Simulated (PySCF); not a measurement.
C3H6B2Cl2O2

```yaml
atoms:
  - { symbol: Cl, position_ang: [2.4320, -2.3609, 0.7252] }
  - { symbol: B, position_ang: [2.0993, -0.6824, 0.5880] }
  - { symbol: Cl, position_ang: [3.3721, 0.4259, 0.4015] }
  - { symbol: C, position_ang: [0.5641, -0.1934, 0.6162] }
  - { symbol: C, position_ang: [-0.2284, -0.7228, -0.5986] }
  - { symbol: C, position_ang: [-1.6420, -0.1438, -0.5588] }
  - { symbol: O, position_ang: [-1.6224, 1.2645, -0.4553] }
  - { symbol: B, position_ang: [-0.5756, 1.8754, 0.1386] }
  - { symbol: O, position_ang: [0.4850, 1.2291, 0.6744] }
  - { symbol: H, position_ang: [0.0682, -0.5824, 1.5219] }
  - { symbol: H, position_ang: [0.2643, -0.3869, -1.5136] }
  - { symbol: H, position_ang: [-0.2565, -1.8114, -0.5831] }
  - { symbol: H, position_ang: [-2.1959, -0.5513, 0.2968] }
  - { symbol: H, position_ang: [-2.1844, -0.3923, -1.4775] }
  - { symbol: H, position_ang: [-0.5841, 3.0406, 0.2022] }
```

Geometry: GFN2-xTB.

All numbers below come from CAM-B3LYP/def2-SVPD, SCF density, gas phase (PySCF 2.14.0).

**What can the converged electron density and electron localisation function tell about the bonding?**

B–O (1.35 Å): the density is about 2.2 e/Å³ at the midpoint; the ELF peaks at about 0.90 between the atoms (a short, strongly polar bond).
C–O (1.41 Å): the density is about 2 e/Å³ at the midpoint, with its minimum of 1.7 e/Å³ about 0.5 Å from C; the ELF peaks at about 0.90 between the atoms, as expected for a shared but strongly polarised pair.

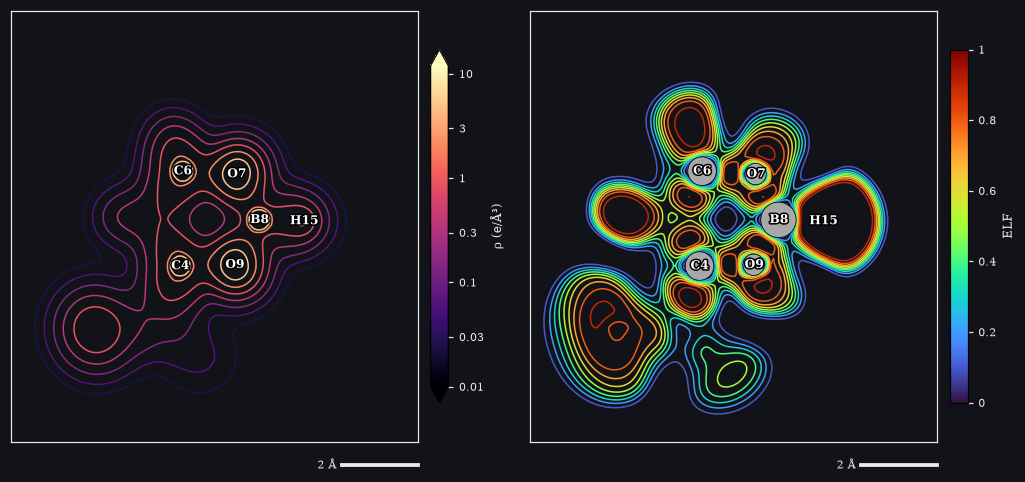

Computed electron density and electron localisation function on the plane of atoms C6, O7 and B8, in this order. Grey discs cover the atomic cores in the ELF map. 
